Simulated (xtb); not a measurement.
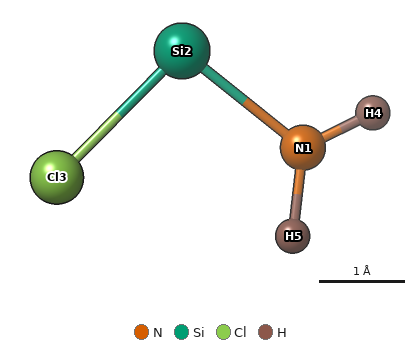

Fig. 1: The input geometry (ball-and-stick view, seen on its broad side; atoms are numbered from 1 in the order of the input). Bond lengths as drawn: Cl–Si 2.10 Å, H–N 0.92 to 1.05 Å and N–Si 1.83 Å.

## SiNH2Cl: geometry relaxation (part 1 of 3)

System: SiNH2Cl, SMILES N[Si]Cl.
Method: GFN2-xTB (xtb 6.7.1).

## What the program printed
```
* xtb version 6.7.1
   ID    Z sym.   atoms
    1    7 N      1
    2   14 Si     2
    3   17 Cl     3
    4    1 H      4, 5

           -------------------------------------------------
          |                Calculation Setup                |
           -------------------------------------------------

          program call               : xtb mol.xyz --ohess extreme --gfn 2 -I detailed.inp
          coordinate file            : mol.xyz
          omp threads                :                     1

           -------------------------------------------------
          |                 G F N 2 - x T B                 |
           -------------------------------------------------

      * Hamiltonian:
        H0-scaling (s, p, d)           1.850000    2.230000    2.230000
        zeta-weighting                 0.500000
      * Dispersion:
        s8                             2.700000
        a1                             0.520000
        a2                             5.000000
        s9                             5.000000
      * Repulsion:
        kExp                           1.500000    1.000000
        rExp                           1.000000
      * Coulomb:
        alpha                          2.000000
        third order                    shell-resolved
        anisotropic                    true
        a3                             3.000000
        a5                             4.000000
        cn-shift                       1.200000
        cn-exp                         4.000000
        max-rad                        5.000000

          ...................................................
          :                      SETUP                      :
          :.................................................:
          :  # basis functions                  26          :
          :  # atomic orbitals                  24          :
          :  # shells                           10          :
          :  # electrons                        18          :
          :  max. iterations                   250          :
          :  Hamiltonian                  GFN2-xTB          :
          :  restarted?                      false          :
          :  GBSA solvation                  false          :
          :  PC potential                    false          :
          :  electronic temp.          300.0000000     K    :
          :  accuracy                    1.0000000          :
          :  -> integral cutoff          0.2500000E+02      :
          :  -> integral neglect         0.1000000E-07      :
          :  -> SCF convergence          0.1000000E-05 Eh   :
          :  -> wf. convergence          0.1000000E-03 e    :
          :  Broyden damping             0.4000000          :
          :  net charge                          0          :
          :  unpaired electrons                  0          :
          ...................................................

 iter      E             dE          RMSdq      gap      omega  full diag
   1    -10.2541380 -0.102541E+02  0.101E+01    2.82       0.0  T
   2    -10.2700028 -0.158648E-01  0.629E+00    3.20       1.0  T
   3    -10.2733339 -0.333110E-02  0.458E+00    2.84       1.0  T
   4    -10.2850723 -0.117383E-01  0.223E+00    2.97       1.0  T
   5    -10.2856193 -0.546969E-03  0.464E-01    3.10       1.0  T
   6    -10.2856548 -0.355162E-04  0.331E-01    3.10       1.0  T
   7    -10.2857627 -0.107951E-03  0.174E-01    3.13       1.0  T
   8    -10.2857785 -0.157412E-04  0.130E-01    3.11       1.0  T
   9    -10.2857551  0.233831E-04  0.143E-01    3.14       1.0  T
  10    -10.2858181 -0.630506E-04  0.146E-02    3.13       3.1  T
  11    -10.2858182 -0.320190E-07  0.280E-03    3.13      16.0  T
  12    -10.2858182 -0.836636E-08  0.208E-03    3.13      21.5  T
  13    -10.2858182 -0.197990E-08  0.104E-03    3.13      42.9  T
  14    -10.2858182 -0.878495E-09  0.243E-04    3.13     184.1  T
  15    -10.2858182 -0.149136E-09  0.117E-04    3.13     381.9  T

   *** convergence criteria satisfied after 15 iterations ***

         #    Occupation            Energy/Eh            Energy/eV
      -------------------------------------------------------------
         1        2.0000           -1.0285807             -27.9891
       ...           ...                  ...                  ...
         3        2.0000           -0.5611184             -15.2688
         4        2.0000           -0.5141793             -13.9915
         5        2.0000           -0.4378764             -11.9152
         6        2.0000           -0.4139787             -11.2649
         7        2.0000           -0.4089276             -11.1275
         8        2.0000           -0.3838392             -10.4448
         9        2.0000           -0.3610060              -9.8235 (HOMO)
        10                         -0.2459846              -6.6936 (LUMO)
        11                         -0.1906116              -5.1868
        12                         -0.1343603              -3.6561
        13                         -0.0199743              -0.5435
        14                          0.0008944               0.0243
       ...                                ...                  ...
        24                          0.5500767              14.9683
      -------------------------------------------------------------
                  HL-Gap            0.1150214 Eh            3.1299 eV
             Fermi-level           -0.3034953 Eh           -8.2585 eV

 SCC (total)                   0 d,  0 h,  0 min,  0.010 sec
 SCC setup                      ...        0 min,  0.000 sec (  1.214%)
 Dispersion                     ...        0 min,  0.000 sec (  0.374%)
 classical contributions        ...        0 min,  0.000 sec (  0.168%)
 integral evaluation            ...        0 min,  0.001 sec ( 14.644%)
 iterations                     ...        0 min,  0.006 sec ( 59.171%)
 molecular gradient             ...        0 min,  0.002 sec ( 22.553%)
 printout                       ...        0 min,  0.000 sec (  1.580%)

         :::::::::::::::::::::::::::::::::::::::::::::::::::::
         ::                     SUMMARY                     ::
         :::::::::::::::::::::::::::::::::::::::::::::::::::::
         :: total energy             -10.223815652057 Eh    ::
         :: gradient norm              0.170748865854 Eh/a0 ::
         :: HOMO-LUMO gap              3.129891605455 eV    ::
         ::.................................................::
         :: SCC energy               -10.285818095996 Eh    ::
         :: -> isotropic ES            0.025217957760 Eh    ::
         :: -> anisotropic ES         -0.004036158378 Eh    ::
         :: -> anisotropic XC         -0.004190039491 Eh    ::
         :: -> dispersion             -0.002614030143 Eh    ::
         :: repulsion energy           0.062002443939 Eh    ::
         :: add. restraining           0.000000000000 Eh    ::
         :: total charge               0.000000000000 e     ::
         :::::::::::::::::::::::::::::::::::::::::::::::::::::

      -----------------------------------------------------------
     |                   =====================                   |
     |                        A N C O P T                        |
     |                   =====================                   |
     |               Approximate Normal Coordinate               |
     |                Rational Function Optimizer                |
      -----------------------------------------------------------
      -----------------------------------------------------------
     |                   =====================                   |
     |                        A N C O P T                        |
     |                   =====================                   |
     |               Approximate Normal Coordinate               |
     |                Rational Function Optimizer                |
      -----------------------------------------------------------

          ...................................................
          :                      SETUP                      :
          :.................................................:
          :   optimization level           extreme          :
          :   max. optcycles                   200          :
          :   ANC micro-cycles                  20          :
          :   degrees of freedom                 9          :
          :.................................................:
          :   RF solver                   davidson          :
          :   write xtbopt.log                true          :
          :   linear?                        false          :
          :   energy convergence         0.5000000E-07 Eh   :
          :   grad. convergence          0.5000000E-04 Eh/α :
          :   maxmium RF displ.          1.0000000          :
          :   Hlow (freq-cutoff)         0.1000000E-01      :
          :   Hmax (freq-cutoff)         5.0000000          :
          :   S6 in model hess.         20.0000000          :
          ...................................................

generating ANC from exact Hessian ...
Using Lindh-Hessian (1995)
 Shifting diagonal of input Hessian by    7.0953660173925757E-003
 Lowest  eigenvalues of input Hessian
    0.000000    0.000000    0.000000    0.000000    0.000000    0.000000
    0.010000    0.011868    0.012917    0.095440    0.251251    0.293216
    0.478416    1.289569    1.622863
 Highest eigenvalues
    0.095440    0.251251    0.293216    0.478416    1.289569    1.622863

........................................................................
.............................. CYCLE    1 ..............................
........................................................................

 iter      E             dE          RMSdq      gap      omega  full diag
   1    -10.2858182 -0.102858E+02  0.937E-05    3.13       0.0  T
   2    -10.2858182 -0.102585E-10  0.451E-05    3.13     992.4  T
   3    -10.2858182 -0.533618E-11  0.317E-05    3.13    1410.6  T
     SCC iter.                  ...        0 min,  0.002 sec
     gradient                   ...        0 min,  0.002 sec
 * total energy  :   -10.2238157 Eh     change       -0.7634782E-11 Eh
   gradient norm :     0.1707490 Eh/α   predicted     0.0000000E+00 (-100.00%)
   displ. norm   :     0.1618327 α      lambda       -0.2085275E-01
   maximum displ.:     0.0962506 α      in ANC's #9, #4, #5, ...

........................................................................
.............................. CYCLE    2 ..............................
........................................................................

 iter      E             dE          RMSdq      gap      omega  full diag
   1    -10.2921973 -0.102922E+02  0.600E-01    3.16       0.0  T
   2    -10.2925454 -0.348097E-03  0.483E-01    3.19       1.0  T
   3    -10.2926627 -0.117314E-03  0.272E-01    3.18       1.0  T
   4    -10.2926675 -0.471809E-05  0.136E-01    3.18       1.0  T
   5    -10.2926727 -0.525052E-05  0.419E-02    3.18       1.1  T
   6    -10.2926738 -0.108824E-05  0.164E-02    3.18       2.7  T
   7    -10.2926742 -0.361443E-06  0.764E-03    3.18       5.9  T
   8    -10.2926742 -0.560139E-07  0.532E-03    3.18       8.4  T
   9    -10.2926743 -0.342255E-07  0.147E-03    3.18      30.4  T
  10    -10.2926743 -0.263499E-09  0.283E-04    3.18     158.2  T
  11    -10.2926743 -0.170969E-09  0.133E-04    3.18     336.9  T
     SCC iter.                  ...        0 min,  0.003 sec
     gradient                   ...        0 min,  0.002 sec
 * total energy  :   -10.2370077 Eh     change       -0.1319204E-01 Eh
   gradient norm :     0.0534415 Eh/α   predicted    -0.1069944E-01 ( -18.89%)
   displ. norm   :     0.1196137 α      lambda       -0.4564051E-02
   maximum displ.:     0.0727634 α      in ANC's #7, #2, #8, ...

........................................................................
.............................. CYCLE    3 ..............................
........................................................................

 iter      E             dE          RMSdq      gap      omega  full diag
   1    -10.3005388 -0.103005E+02  0.516E-01    3.25       0.0  T
   2    -10.3007553 -0.216481E-03  0.352E-01    3.26       1.0  T
   3    -10.3007962 -0.409798E-04  0.185E-01    3.25       1.0  T
   4    -10.3007975 -0.121448E-05  0.133E-01    3.25       1.0  T
   5    -10.3008022 -0.473882E-05  0.377E-02    3.25       1.2  T
   6    -10.3008025 -0.340985E-06  0.963E-03    3.25       4.6  T
   7    -10.3008026 -0.744565E-07  0.548E-03    3.25       8.2  T
   8    -10.3008026 -0.315137E-07  0.365E-03    3.25      12.3  T
   9    -10.3008027 -0.335036E-07  0.125E-03    3.25      35.9  T
  10    -10.3008027 -0.208394E-08  0.479E-04    3.25      93.4  T
  11    -10.3008027 -0.249649E-09  0.280E-04    3.25     159.4  T
     SCC iter.                  ...        0 min,  0.003 sec
     gradient                   ...        0 min,  0.002 sec
 * total energy  :   -10.2393503 Eh     change       -0.2342569E-02 Eh
   gradient norm :     0.0170112 Eh/α   predicted    -0.2314675E-02 (  -1.19%)
   displ. norm   :     0.1053251 α      lambda       -0.4949745E-03
   maximum displ.:     0.0862174 α      in ANC's #2, #1, #3, ...

........................................................................
.............................. CYCLE    4 ..............................
........................................................................
```
